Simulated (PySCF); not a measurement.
## A study: C3H9Sb, SMILES `C[Sb](C)C`

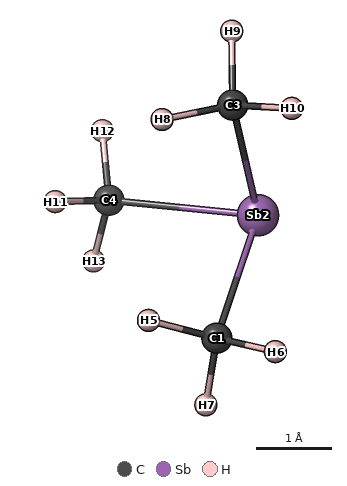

The molecule, with its atoms numbered as below. No frequency check shows the geometry to be a minimum.

Geometry (Å), atoms numbered from 1:

```
C1       0.7955   -1.6383    0.7457
Sb2     -0.0010    0.0007   -0.4315
C3       1.0244    1.5036    0.7495
C4      -1.8142    0.1310    0.7514
H5       0.6908   -1.4139    1.8017
H6       1.8435   -1.7837    0.5138
H7       0.2560   -2.5511    0.5197
H8       0.8881    1.2942    1.8050
H9       0.6242    2.4872    0.5178
H10      2.0825    1.4961    0.5178
H11     -1.5641    0.1106    1.8066
H12     -2.3368    1.0527    0.5246
H13     -2.4649   -0.7042    0.5225
```

Part 1: Bonding charge

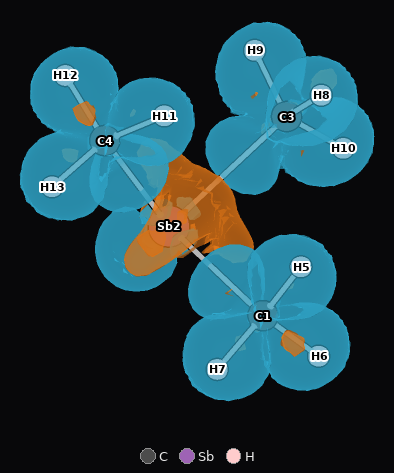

Deformation density (molecule less spherical, spin-averaged free atoms at the same positions), surfaces at ±0.07 e/Å³; light blue: gain, orange: loss.

Level of theory: PBE0/def2-TZVP (PySCF), at a geometry from GFN2-xTB. Core potentials replace the inner electrons of Sb; spin–orbit coupling isn't included.

Question: How much density has each bond gained at its critical point, relative to the free atoms?

Answer: C3–H10, C1–H6, C4–H13, C4–H12 and C1–H7: +0.70 e/Å³ at the bond critical point (bond length 1.08 Å, Mayer order 1.0). C3–H8, C1–H5 and C4–H11: +0.70 e/Å³ at the bond critical point (bond length 1.08 Å, Mayer order 1.0). C3–H9: +0.69 e/Å³ at the bond critical point (bond length 1.09 Å, Mayer order 1.0). Sb2–C4, Sb2–C3 and C1–Sb2: +0.15 e/Å³ at the bond critical point (bond length 2.17 Å, Mayer order 0.9). In all, 2.8 electrons gather in the regions of gain relative to the promolecule. A small or negative value marks a very polar bond, one between electron-rich atoms, whose free-atom densities already overlap strongly, a long bond to a heavier atom, or a closed-shell contact such as a hydrogen bond.

Question: Where do the Hirshfeld charges lie?

Answer: The highest Hirshfeld charge is on Sb2 (+0.31 e), the lowest on C1, C3 and C4 (−0.21 e).

Part 2: Bond critical points

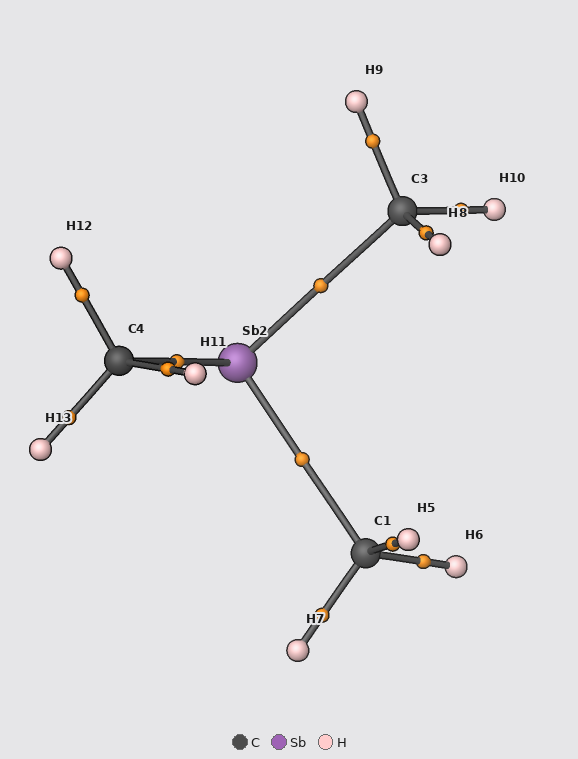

Molecular graph of the electron density (QTAIM): bond paths, bond critical points (orange), ring points (yellow, if any); weak paths are dashed.

Question: How many critical points of each kind are there, and does the count close?

Answer: 13 nuclei, 12 bond, 0 ring and 0 cage critical points: 13 − 12 + 0 − 0 = 1, as the Poincaré–Hopf relation requires.

Question: Give the properties at the bond critical points.

Answer:
```json
{"bond": "C3–H10 (5 alike)", "length (Å)": "1.083", "ρ (a.u.)": "0.278", "∇²ρ (a.u.)": "−0.94", "ε": "0.02", "H (a.u.)": "−0.282"}
{"bond": "C3–H8 (3 alike)", "length (Å)": "1.085", "ρ (a.u.)": "0.277", "∇²ρ (a.u.)": "−0.94", "ε": "0.02", "H (a.u.)": "−0.280"}
{"bond": "C3–H9", "length (Å)": "1.087", "ρ (a.u.)": "0.276", "∇²ρ (a.u.)": "−0.93", "ε": "0.02", "H (a.u.)": "−0.278"}
{"bond": "Sb2–C4 (3 alike)", "length (Å)": "2.169", "ρ (a.u.)": "0.107", "∇²ρ (a.u.)": "+0.06", "ε": "0.02", "H (a.u.)": "−0.047"}
```

Question: What kind of interaction is C3–H9?

Answer: Shared-shell (covalent): ρ = 0.276, ∇²ρ = −0.93, H = −0.278 a.u.

Part 3: Local ionisation energy

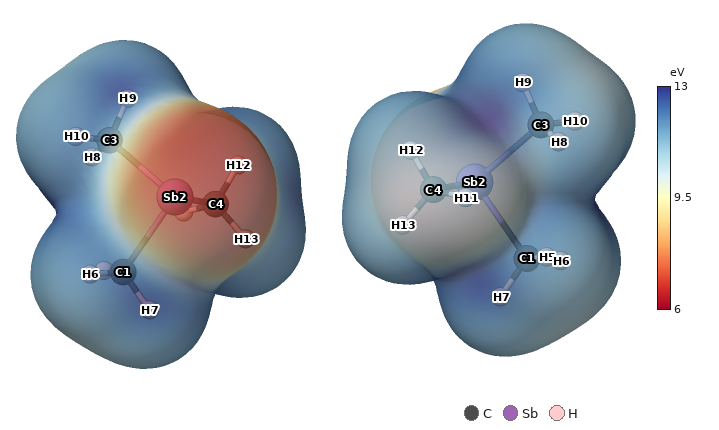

Average local ionisation energy on the surface of electron density 0.001 a.u. (back view left, front view right).

Question: Where are the most loosely bound electrons on this surface?

Answer: The lowest value is 6.9 eV, 2.6 Å from Sb2. Further minima include 10.3 eV, near H8 (1.83 Å), H10 (1.94 Å), H9 (1.98 Å) and C3 (1.99 Å), and at like points elsewhere. For comparison, the highest occupied orbital lies at −6.5 eV.

Part 4: In an electric field

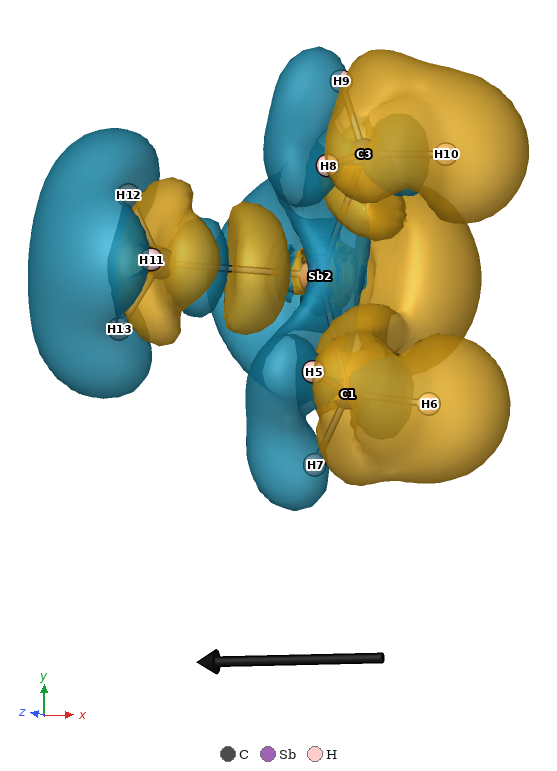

Change of the electron density in a uniform field of 0.21 V/Å along −x (arrow), surfaces at ±0.001 e/Å³ (yellow: gain, teal: loss).

Level of theory: PBE0/def2-TZVP (PySCF), at a geometry from GFN2-xTB. Core potentials replace the inner electrons of Sb; spin–orbit coupling isn't included. A basis without diffuse functions makes polarisabilities too small.

The field was applied in both directions; the picture shows the one opposite to the script's first.

Question: How large is the response?

Answer: The induced dipole is 0.86 D (along the field); α along this axis, from the fields in both directions, is 84 bohr³ (12.5 Å³).

Part 5: Removing or adding an electron

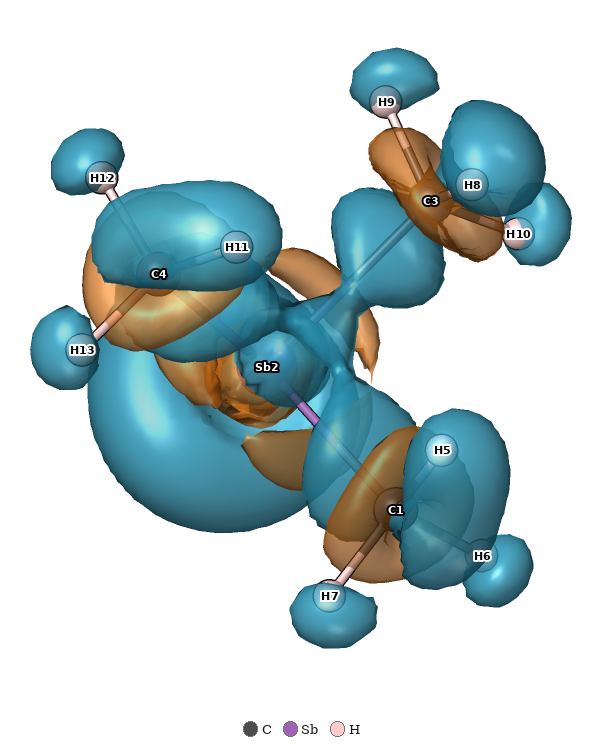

Fukui function f⁻ = ρ(N) − ρ(N−1) at fixed geometry, surfaces at ±0.02 e/Å³ (light blue positive, orange negative).

Question: On which atoms does the density change most on removal of an electron?

Answer: f⁻ (Hirshfeld-condensed) is largest on Sb2 (0.43); the vertical ionisation energy is 8.42 eV (the stability of the cation's solution wasn't checked). Condensed values hint at sites of electrophilic attack but needn't mark the atom that reacts. Orbital relaxation makes it negative in places (0.19 e in all).

The PySCF runs shown took 42 s, 88 s and 120 s on 1 thread of AMD EPYC 7R43 64-Core Processor (Zen 3), with other jobs on the host.
